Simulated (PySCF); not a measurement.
**C$_{7}$H$_{9}$FO (SMILES C=C[C@H]1CCC(F)=CO1): density, localisation and related maps**

```yaml
atoms:
  - { symbol: C, position_ang: [2.6978, -0.3880, 0.5078] }
  - { symbol: C, position_ang: [1.4106, -0.0576, 0.5982] }
  - { symbol: C, position_ang: [0.6208, 0.5765, -0.5110] }
  - { symbol: C, position_ang: [-0.3321, -0.4016, -1.2013] }
  - { symbol: C, position_ang: [-1.3916, -0.9114, -0.2294] }
  - { symbol: C, position_ang: [-1.8772, 0.2412, 0.5712] }
  - { symbol: F, position_ang: [-3.0155, 0.0529, 1.2551] }
  - { symbol: C, position_ang: [-1.2573, 1.4261, 0.6230] }
  - { symbol: O, position_ang: [-0.0915, 1.7034, -0.0067] }
  - { symbol: H, position_ang: [3.2770, -0.1915, -0.4009] }
  - { symbol: H, position_ang: [3.2255, -0.8666, 1.3366] }
  - { symbol: H, position_ang: [0.8566, -0.2546, 1.5234] }
  - { symbol: H, position_ang: [1.3151, 0.9905, -1.2573] }
  - { symbol: H, position_ang: [0.2490, -1.2291, -1.6328] }
  - { symbol: H, position_ang: [-0.8195, 0.1323, -2.0329] }
  - { symbol: H, position_ang: [-0.9921, -1.7054, 0.4272] }
  - { symbol: H, position_ang: [-2.2397, -1.3591, -0.7733] }
  - { symbol: H, position_ang: [-1.6622, 2.2693, 1.1860] }
```

Geometry: PBE0-D3(BJ)/def2-SVP.

The calculation used PySCF 2.14.0, PBE0/pcSseg-1, SCF density, gas phase, non-relativistic.

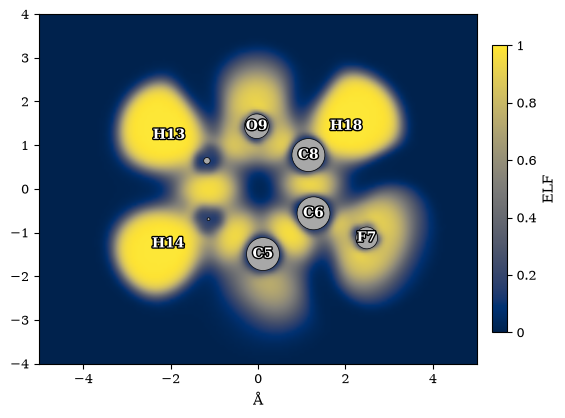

Figure 1. Electron localisation function on the plane of atoms F7, C6 and C8. Grey discs cover the atomic cores.

Question: What does the map show?

Answer: Atoms in the plane: C, F, O and H. C–C (1.34 Å): the ELF peaks at about 0.95 between the atoms: a short, multiple covalent bond. C–F (1.34 Å): the ELF peaks at about 0.85 between the atoms, as expected for a polar covalent bond. C–O (1.35 Å): the ELF peaks at about 0.90 between the atoms, as expected for a polar covalent bond. C–H (1.09 Å): the ELF climbs to about 1 towards the hydrogen, as it does in any bond to H (a covalent bond by its length). C–C (1.49 Å): the ELF peaks at about 0.95 between the atoms, as expected for a covalent bond. The ELF also peaks beside F7 and O9, away from the bonds: lone-pair regions.

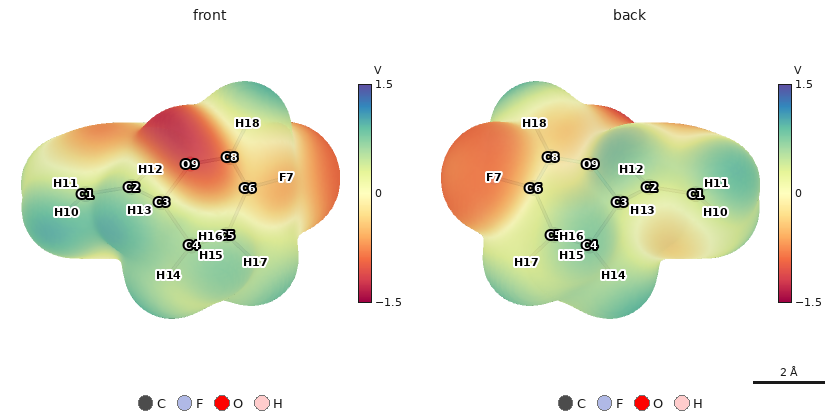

Figure 2. The molecular electrostatic potential painted on the density surface at 0.002 e/bohr³, seen from the front and from behind; the colour scale runs from red (negative) to blue (positive).

Question: Where is the surface potential most negative and most positive?

Answer: The most negative region (about −1.3 V) lies over O9, the most positive (about +1.0 V) over H10, H11 and H13. O9 is the likeliest acceptor of a hydrogen bond.

Question: What dipole moment does the calculation give?

Answer: Its dipole moment is 2.24 D.
